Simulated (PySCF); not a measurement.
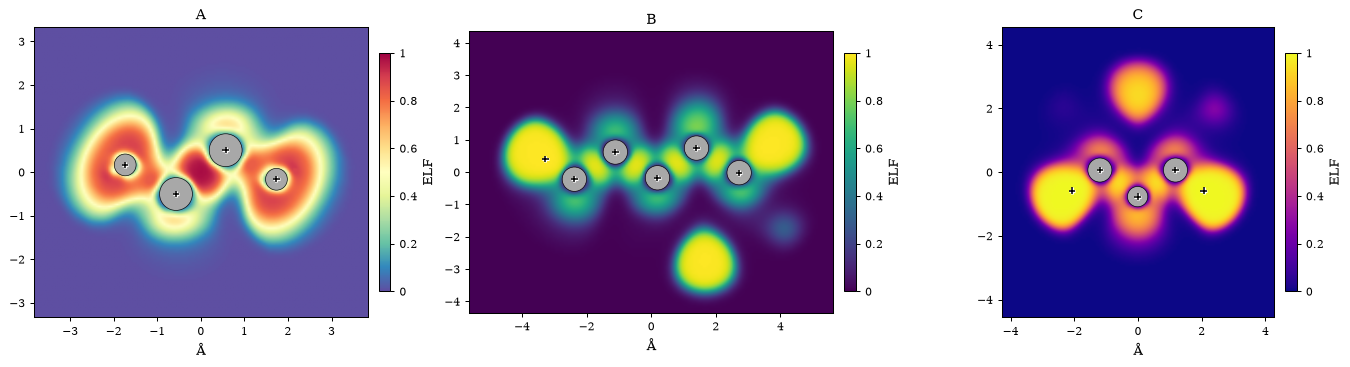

The ELF of 3 systems, each on a plane through atoms (crosses mark nuclei in the plane; grey discs cover the cores).

Method: PySCF, PBE0/pcSseg-1, SCF density, gas phase, non-relativistic.

System 1: C8H16 (SMILES CCC1CCCCC1), the plane of atoms C1, C2 and C3. Geometry: PBE0-D3(BJ)/def2-SVP.

```yaml
atoms:
  - { symbol: C, position_ang: [2.9627, -0.2024, 0.5491] }
  - { symbol: C, position_ang: [1.9239, 0.5077, -0.3060] }
  - { symbol: C, position_ang: [0.5260, -0.1084, -0.2702] }
  - { symbol: C, position_ang: [-0.3960, 0.5565, -1.2938] }
  - { symbol: C, position_ang: [-1.8011, -0.0348, -1.2865] }
  - { symbol: C, position_ang: [-2.4210, 0.0193, 0.1052] }
  - { symbol: C, position_ang: [-1.5181, -0.6517, 1.1339] }
  - { symbol: C, position_ang: [-0.1123, -0.0601, 1.1198] }
  - { symbol: H, position_ang: [3.9582, 0.2502, 0.4243] }
  - { symbol: H, position_ang: [3.0453, -1.2666, 0.2730] }
  - { symbol: H, position_ang: [2.7178, -0.1579, 1.6216] }
  - { symbol: H, position_ang: [1.8514, 1.5683, -0.0011] }
  - { symbol: H, position_ang: [2.2683, 0.5229, -1.3550] }
  - { symbol: H, position_ang: [0.6210, -1.1760, -0.5545] }
  - { symbol: H, position_ang: [0.0482, 0.4781, -2.3005] }
  - { symbol: H, position_ang: [-0.4534, 1.6378, -1.0661] }
  - { symbol: H, position_ang: [-2.4406, 0.4901, -2.0150] }
  - { symbol: H, position_ang: [-1.7520, -1.0877, -1.6198] }
  - { symbol: H, position_ang: [-3.4186, -0.4496, 0.1025] }
  - { symbol: H, position_ang: [-2.5746, 1.0756, 0.3925] }
  - { symbol: H, position_ang: [-1.4571, -1.7327, 0.9110] }
  - { symbol: H, position_ang: [-1.9552, -0.5696, 2.1425] }
  - { symbol: H, position_ang: [0.5216, -0.5851, 1.8521] }
  - { symbol: H, position_ang: [-0.1562, 0.9960, 1.4483] }
```

System 2: C4H10N2 (SMILES C1CNCCN1), the plane of atoms N6, C5 and H14. Geometry: GFN2-xTB, coordinate held.

```tsv
atom	x (Å)	y (Å)	z (Å)
C	1.2432	0.7430	0.0929
C	1.1253	-0.7802	-0.0310
N	-0.0651	-1.2245	0.7080
C	-1.2241	-0.6184	0.0374
C	-1.1250	0.9062	0.1621
N	0.0841	1.4313	-0.4467
H	2.1374	1.0991	-0.4225
H	1.3149	1.0047	1.1516
H	1.0720	-1.0548	-1.0989
H	2.0040	-1.2595	0.4076
H	-0.1403	-2.2116	0.4604
H	-2.1332	-0.9745	0.5282
H	-1.2707	-0.8934	-1.0308
H	-1.9903	1.3831	-0.3023
H	-1.0986	1.1713	1.2222
H	0.0446	1.2838	-1.4533
```

System 3: C2H2F4, the plane of atoms C2, C4 and F5. Geometry: PBE0-D3(BJ)/def2-SVP.

| atom | x (Å) | y (Å) | z (Å) |
| --- | --- | --- | --- |
| F | -1.2690 | -1.1925 | -0.0412 |
| C | -0.7311 | 0.0143 | 0.2006 |
| F | -1.3706 | 0.9314 | -0.5440 |
| C | 0.7334 | -0.0120 | -0.2067 |
| F | 1.3731 | -0.9286 | 0.5383 |
| F | 1.2710 | 1.1951 | 0.0345 |
| H | -0.8400 | 0.2627 | 1.2712 |
| H | 0.8423 | -0.2609 | -1.2772 |

### Which map belongs to which system?

Panel A is system 3, C2H2F4: the plane holds C and F. C–F (1.34 Å): the ELF peaks at about 0.85 between the atoms (a polar covalent bond). Panel B is system 1, C8H16: the plane holds C and H. C–C (1.52 Å): the ELF peaks at about 0.95 between the atoms; a covalent bond. Panel C is system 2, C4H10N2: the plane holds C, N and H. C–N (1.45 Å): the ELF peaks at about 0.95 between the atoms (a covalent bond).
